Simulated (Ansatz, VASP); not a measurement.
# Cross-check of GaAs between VASP and Ansatz

Wanted: the spread between two codes on one cell, functional and k mesh.

Method: plane waves, with VASP 6.6.1 beside it; G0W0 gap at PBE, in Ansatz 0.2.0.

## 1. Starting point

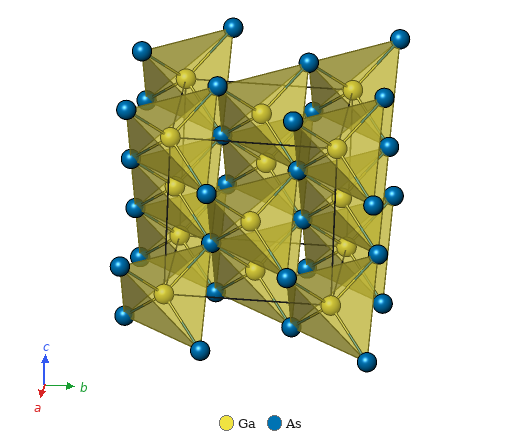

The cell as given, slightly off an axis (gallium yellow, arsenic blue). This picture shows the conventional cell, with its axes. Some periodic images of atoms are drawn too.

## 2. Ansatz: G0W0 gap, PBE

Ansatz runs on its default PAW (the set named soft_2) files.

Quasiparticle shifts depend on high empty states and on the cores, so they are the hardest test of two PAW sets.

input.yaml reads:

```yaml
crystal:
  lattice:
    - [0.0, 2.82685, 2.82685]
    - [2.82685, 0.0, 2.82685]
    - [2.82685, 2.82685, 0.0]
  atoms:
    - { symbol: Ga, position: [0.0, 0.0, 0.0] }
    - { symbol: As, position: [0.25, 0.25, 0.25] }
hamiltonian:
  xc: pbe
  pseudopotentials: { kind: paw }
kpoints:
  mp_grid: { grid: [6, 6, 6] }
scf:
  occupations: { method: fixed }
gw:
  n_empty_bands: 167
  ecut_chi: 140.0
  qp_bands: [v2, c2]
  qp_kpoints: band_edges
  screening: { model: contour_deformation }
```

On the command line:

```
$ ansatz run input.yaml --threads 4 --pin off --max-ram 9216MiB --backend cpu --events-out ev --progress --plain --runs-dir out
```

Numbers of over 12 decimals in the logs are rounded to 6 here.

Log:

```text
Engine: ansatz 0.2.0, aarch64-unknown-linux-gnu
Pseudopotentials: kind: paw
Pseudopotential: Ga, paw, valence charge 13, recommended cutoff 420 eV (normal), Ga.paw.azcp
Pseudopotential: As, paw, valence charge 15, recommended cutoff 420 eV (normal), As.paw.azcp
Functional definition: PBE
  parameter kappa = 0.804
  parameter beta = 0.066725
  exchange = pbe_x(kappa = kappa, mu = beta*pi^2/3)
  correlation = pbe_c(beta = beta)
Crystal: 2 atoms, lattice volume = 45.179 Å³
Basis set: ecut = 420 eV, 893 PW (Γ)
Bands: 18, of which v1, the nominal top of the filled ones, is band 14 counted from 1 (13 counted from 0)
Symmetry: 24 space group operations
Space group: F-43m (ITA 216), of the structure as read, at distance tolerance 3.6e-5 Å
k-points: 16 of 216 (time reversal used)
Non-local potential: Ga, projectors of the file, l = 0: 2, l = 1: 2, l = 2: 3, l = 3: 1
Non-local potential: As, projectors of the file, l = 0: 2, l = 1: 2, l = 2: 3, l = 3: 1
PAW form: soft (Blöchl's): semilocal exchange-correlation on the pseudo side does not see the compensation charge
PAW one-centre angular grid: Ga, 590 points (default); XC on 64 Gauss nodes
PAW one-centre angular grid: As, 590 points (default); XC on 64 Gauss nodes
Initial density: superposition of atomic densities (neutral atoms: chi_scale 0, normalization atom), corrected by the library's trained network
Initial wavefunctions: pseudopotential atomic-orbital guess
Functional: x = pbe(κ = 0.804, μ = 0.219515), c = pbe(β = 0.066725)
SCF iter   1: F=—  HF=-8639.814971 eV  |F-HF|=—  |Δ(HF+E_count)|=         —  Δρ=1.49e-3  dr2=1.51e-3  ethr=1.77e-3  ⟨swp⟩=4.6  Hψ=1196  notcnv=0  defer=22
preconditioner: auto → none  [insulator: Δε(μ)=0.507 eV  Ē_g=15.488 eV  n_scr=14 (ndim 8)  ℏωp=23.4 eV  f_vac=0.086  ε∞_Penn≈3.3]
SCF iter   2: F=—  HF=-8639.814080 eV  |F-HF|=—  |Δ(HF+E_count)|=   8.91e-4  Δρ=7.55e-4  dr2=2.51e-4  ethr=5.38e-6  ⟨swp⟩=2.0  Hψ=597  notcnv=0  defer=27
SCF iter   3: F=—  HF=-8639.813985 eV  |F-HF|=—  |Δ(HF+E_count)|=   9.46e-5  Δρ=2.20e-4  dr2=2.88e-5  ethr=8.96e-7  ⟨swp⟩=2.0  Hψ=469  notcnv=0  defer=27
SCF iter   4: F=—  HF=-8639.814007 eV  |F-HF|=—  |Δ(HF+E_count)|=   2.22e-5  Δρ=9.13e-5  dr2=3.96e-6  ethr=1.03e-7  ⟨swp⟩=2.0  Hψ=352  notcnv=0  defer=3
SCF iter   5: F=—  HF=-8639.814013 eV  |F-HF|=—  |Δ(HF+E_count)|=   5.42e-6  Δρ=1.73e-5  dr2=1.52e-7  ethr=1.41e-8  ⟨swp⟩=2.0  Hψ=432  notcnv=0  defer=13
SCF iter   6: F=-8639.814013 eV  HF=-8639.814013 eV  |F-HF|=1.89e-8  |Δ(HF+E_count)|=   2.42e-7  Δρ=5.06e-6  dr2=9.50e-9  ethr=3.57e-10  ⟨swp⟩=5.1  Hψ=1159  notcnv=0
SCF 1 converged in 6 iterations: F = -8639.814013 eV  dr2 = 9.50e-9
  greatest PAW one-centre occupation: 0.999 electrons in one spin orbital (limit 2), on the As atom at site 1 (counted from 0), in its partial waves of l = 2
NSCF: frozen V_eff on 16 k-points
G₀W₀ screening: q 1/16
G₀W₀ screening: q 2/16 (q-point 6)
G₀W₀ screening: q 3/16 (q-point 7)
G₀W₀ screening: q 4/16 (q-point 8)
G₀W₀ screening: q 5/16 (q-point 11)
G₀W₀ screening: q 6/16 (q-point 14)
G₀W₀ screening: q 7/16 (q-point 15)
G₀W₀ screening: q 8/16 (q-point 9)
G₀W₀ screening: q 9/16 (q-point 12)
G₀W₀ screening: q 10/16 (q-point 16)
G₀W₀ screening: q 11/16 (q-point 2)
G₀W₀ screening: q 12/16 (q-point 3)
G₀W₀ screening: q 13/16 (q-point 5)
G₀W₀ screening: q 14/16 (q-point 10)
G₀W₀ screening: q 15/16 (q-point 4)
G₀W₀ screening: q 16/16 (q-point 13)
G₀W₀ self-energy: k 1/8
G₀W₀ self-energy: k 2/8
G₀W₀ self-energy: k 3/8
G₀W₀ self-energy: k 4/8
G₀W₀ self-energy: k 5/8
G₀W₀ self-energy: k 6/8
G₀W₀ self-energy: k 7/8
G₀W₀ self-energy: k 8/8
NSCF: frozen V_eff on 1 k-points
NSCF: frozen V_eff on 1 k-points
SCF converged after 6 iterations
Free energy (F): -8639.814013 eV
Harris-Foulkes:  -8639.814013 eV  (|F-HF|=1.89e-8)
Internal energy: -8639.814013 eV  (E = F + TS)
E sigma→0 (E₀):  -8639.814013 eV
Fermi energy:    8.191395 eV
--- Per-component energies (eV) ---
  E_band       = -311.750450
  E_kinetic    = 219.545852
  E_local      = -3915.795312  (includes V_loc(G=0)·N_el)
  E_nonlocal   = -245.695383
  E_hartree    = 1973.738851
  E_xc         = -148.475450
  E_vxc        = -137.511462  (∫ρ·V_xc dr)
  E_paw        = -3824.404648  (= ΣΔE_a)
  E_vpaw       = -179.768575  (= ΣTr[D̂ρ^β])
  E_aug_tail   = -0.000138  (compensation charges beyond the density's cutoff)
  E_ewald      = -2698.727786
  E_smearing   = -0.000000  (= −TS)
  E_closure    = 0.000000  (closes the sum)
  Σ components = -8639.814013   (vs F -8639.814013, Δ=0.00e0)
--- Band table (eV; the first three rows and the last of 16) ---
  k-point 0: bands = [... 10 lower, -4.5366, 8.1914, 8.1914, 8.1914, 8.7049, 11.9251, 11.9251, 11.9251]
  k-point 1: bands = [... 10 lower, -4.2160, 5.4802, 7.8111, 7.8111, 9.8235, 12.4720, 12.4720, 12.8747]
  k-point 2: bands = [... 10 lower, -3.3888, 2.8153, 7.2651, 7.2651, 9.4074, 12.8913, 12.8913, 15.4414]
  k-point 15: bands = [... 10 lower, -1.9910, 1.5116, 4.8489, 4.9922, 11.4682, 11.6457, 15.3069, 15.6075]
--- G₀W₀: contour deformation, 8 samples at zero and on the imaginary axis and 2 off it, 216 q-points, 167 empty bands' worth ---
  eigenvalues of the whole cell's RPA ε∞ on this k-mesh (on a slab, of 1 + 4πα/V) = 50.6576, 50.6576, 50.6576; static W/v taken at q = 0 is 0.019740
  bands read: the sum over 181 bands ends inside a degenerate multiplet in 1 slot, whose members it reads at an even weight; the widest, k=3: bands 181 to 182 (counted from 1) at 1/2 each
  gw.qp_kpoints: band_edges: 8 of 16 stored k-points solved, in 1 pass; an edge of the gap read off the rows below is read off those points alone
    valence top: of the k-points left out ik 8 came nearest to being solved in a further pass, in band 14 (counted from 1, as in the quasiparticle table): it holds the edge there only if its correction is more favourable than any solved in that band by at least 0.527 eV; those differ by 0.097 eV
    conduction bottom: of the k-points left out ik 10 came nearest to being solved in a further pass, in band 15 (counted from 1, as in the quasiparticle table): it holds the edge there only if its correction is more favourable than any solved in that band by at least 0.935 eV; those differ by 0.407 eV
  `?` marks the rows in doubt; gw_qp.tsv's column doubts and the gw_qp event give each row's grounds
    ik  band        ε_KS         Σx   Σc(E_QP)       V_xc       Z   E_QP_lin       E_QP  E_QP is
     0    13      8.1914   -16.8644     1.0505   -15.3202  0.7491     7.6671     7.6978  root
     0    14      8.1914   -16.8644     1.0505   -15.3202  0.7491     7.6671     7.6978  root
     0    15      8.7049   -11.9698    -3.7760   -15.9847  0.7607     8.9468     8.9437  root
     0    16     11.9251    -7.8308    -4.3295   -12.1844  0.7453    11.9492    11.9492  root
     1    13      7.8111   -16.5264     1.1493   -14.8750  0.7469     7.2731     7.3089  root
     1    14      7.8111   -16.5264     1.1493   -14.8750  0.7469     7.2731     7.3089  root
     1    15      9.8235   -10.3908    -3.8485   -14.3606  0.7567     9.9454     9.9447  root
     1    16     12.4720    -7.9922    -4.4932   -12.5182  0.7390    12.5049    12.5048  root
     2    13      7.2651   -16.3203     1.3549   -14.4246  0.7426     6.6999     6.7245  root
     2    14      7.2651   -16.3203     1.3549   -14.4246  0.7426     6.6999     6.7245  root
     2    15      9.4074    -9.7606    -3.8005   -13.6457  0.7605     9.4923     9.4919  root
     2    16     12.8913    -7.5802    -4.6042   -12.1958  0.7356    12.9026    12.9026  root
     3    13      7.0501   -16.2808     1.4486   -14.2813  0.7407     6.4738     6.4991  root
     3    14      7.0501   -16.2808     1.4486   -14.2813  0.7407     6.4738     6.4991  root
     3    15      9.1910    -9.8162    -3.7408   -13.6300  0.7614     9.2642     9.2640  root
     3    16     12.8314    -7.3265    -4.5500   -11.8669  0.7374    12.8218    12.8218  root
     4    13      7.1795   -16.0563     1.3290   -14.1895  0.7419     6.6173     6.6418  root ?
     4    14      7.1795   -16.0563     1.3290   -14.1895  0.7419     6.6173     6.6418  root ?
     4    15     10.7058    -8.9852    -4.0244   -13.0562  0.7518    10.7525    10.7524  root
     4    16     11.3079    -9.5158    -4.1246   -13.6855  0.7506    11.3530    11.3530  root
     6    13      5.5576   -15.6058     1.8457   -13.2121  0.7223     4.9830     5.0095  root
     6    14      6.5528   -15.9867     1.6203   -13.7997  0.7356     5.9586     5.9861  root
     6    15     10.5179    -9.1790    -3.9808   -13.1906  0.7548    10.5486    10.5486  root
     6    16     12.6578    -7.6460    -4.5751   -12.2163  0.7371    12.6529    12.6529  root
     9    13      5.9666   -15.7537     1.8619   -13.3106  0.7275     5.3552     5.3854  root
     9    14      5.9666   -15.7537     1.8619   -13.3106  0.7275     5.3552     5.3854  root
     9    15      9.7678    -7.6241    -3.7365   -11.2624  0.7639     9.6701     9.6696  root
     9    16     10.8367    -7.6954    -4.1027   -11.7487  0.7562    10.7874    10.7872  root
    12    13      5.5145   -15.6699     2.0613   -13.0179  0.7208     4.8913     4.9238  root
    12    14      5.5145   -15.6699     2.0613   -13.0179  0.7208     4.8913     4.9238  root
    12    15      9.6578    -6.8746    -3.7433   -10.4497  0.7675     9.4909     9.4897  root
    12    16      9.8514    -8.1811    -3.7857   -11.9064  0.7615     9.7912     9.7910  root
```

It took 70 s on 4 threads of Arm Neoverse V1, shared host; peak memory 0.64 GiB.

In the SCF lines HF is the Harris–Foulkes energy and dr2 the Hartree energy of the density residual, in eV; the loop may stop once dr2 is under the threshold and the program's other checks hold. Hψ counts applications of the Hamiltonian.

[end of part 1 of 2]

[Lines on the potential files, build, host, timing and source positions are cut from VASP's logs without a mark.]

[Logs are printed without paths, hosts, clocks, repeated set-up lines and the standing remarks that a program may print on its own settings, such as how far it seeks lower states.]

[Hosts, paths, dates, database ids (printed as entryN), source tags and the programs' standing remarks are cut or masked in the printed files.]
